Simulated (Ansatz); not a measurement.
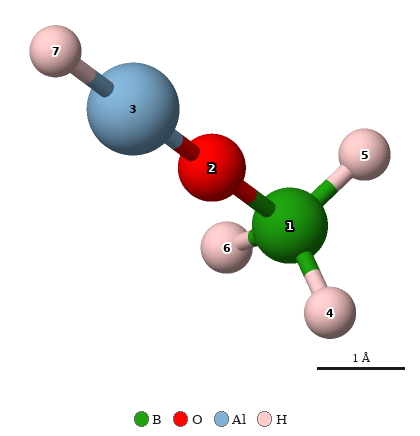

**Figure 1.** The structure as given in the input (ball-and-stick view, seen at a tilt; atoms are numbered from 1 in the order of the input). Sticks mark near contacts.

**Run report: AlBH₄O, single-point calculation**

- system: AlBH₄O
- method: RKS wB97M-V/def2-TZVPP (Ansatz 0.2.0)

The geometry comes from this level: PBE0-D4/def2-TZVP.

What the program printed
```
Functional definition: wB97M-V
  name "wB97M-V"
  cite "Mardirossian & Head-Gordon, J. Chem. Phys. 144, 214110 (2016) doi:10.1063/1.4952647"
  cite "Becke, J. Chem. Phys. 107, 8554 (1997) doi:10.1063/1.475007"
  cite "Vydrov & Van Voorhis, J. Chem. Phys. 133, 244103 (2010) doi:10.1063/1.3521275"
  # Of w^i u^j: cxij and so on, Table III.
  parameter omega = 0.3/bohr
  parameter cx = 0.15
  parameter cx01 = 1.007
  parameter cx10 = 0.259
  parameter css00 = 0.443
  parameter css04 = -1.437
  parameter css10 = -4.535
  parameter css20 = -3.390
  parameter css43 = 4.278
  parameter cos00 = 1.000
  parameter cos10 = 1.358
  parameter cos20 = 2.924
  parameter cos21 = -8.812
  parameter cos60 = -1.390
  parameter cos61 = 9.142
  parameter b = 6.0
  parameter c = 0.01
  gx(w, u) = 1 - cx + cx01*u + cx10*w
  gss(w, u) = css00 + css04*u^4 + css10*w + css20*w^2 + css43*w^4*u^3
  gos(w, u) = cos00 + cos10*w + (cos20 + cos21*u)*w^2 + (cos60 + cos61*u)*w^6
  exchange = spin_sum(e_x_unif_sr(omega)*gx(b97_w, b97_u_x)) + cx*exact_x_sr(omega) + exact_x_lr(omega)
  correlation = spin_sum(e_c_pw_mod_same_spin*gss(b97_w, b97_u_same))
      + integral(e_c_pw_mod_opposite_spin*gos(b97_w_opposite, b97_u_opposite)) + vv10(b, c)
828 factors; their error is unknown
219 factors; integrals over basis functions are off by at most 3.1e-5 eV
mean field evaluation 1: about -9376.3282 eV, gradient 6.0e1 eV
mean field evaluation 2: about -9353.5963 eV, gradient 1.2e2 eV
mean field evaluation 4: about -9384.0452 eV, gradient 2.4e0 eV
mean field evaluation 8: about -9384.0638 eV, gradient 3.1e-2 eV
mean field evaluation 16: about -9384.0678 eV, gradient 4.0e-5 eV
mean field -9384.06783140 eV, -344.8581320543 hartree, gradient 4.0e-5 eV, S^2 0.000000; 0 other end points of the search recorded, 0 dependent functions left out
reference -9384.06788660 eV, -344.8581340829 hartree; 15, 15 occupied and 145, 145 virtual orbitals, 828 factors
Total energy: -9384.06788660 eV, -344.8581340829 hartree
```

This output came from the following input.

The input
```yaml
crystal:
  periodic: [false, false, false]
  atoms:
    - {symbol: B, position_ang: [-1.507445, 0.513864, -0.583754]}
    - {symbol: O, position_ang: [-0.273842, -0.215674, 0.019479]}
    - {symbol: Al, position_ang: [0.979561, -0.950797, 0.628513]}
    - {symbol: H, position_ang: [-1.320819, 0.563554, -1.786682]}
    - {symbol: H, position_ang: [-1.534616, 1.618693, -0.070713]}
    - {symbol: H, position_ang: [-2.479887, -0.159245, -0.290877]}
    - {symbol: H, position_ang: [2.213747, -1.675859, 1.228423]}
basis:
  gaussian: {orbitals: def2-TZVPP}
hamiltonian: {xc: {name: wB97M-V}}
```

Launched with:
```bash
ansatz run in.yaml --threads 2 --pin off --events-out ev --progress --plain --max-ram 4352MiB
```

Results in brief

```tsv
quantity	value
outcome	converged
total energy	−9384.0679 eV
SCF solution under orbital rotations	stable
hardware	2 threads of Intel Xeon @ 2.50GHz, 11 GiB of memory available, shared host
wall time	8.1 s (CPU time 15 s)
peak memory	0.35 GiB
```
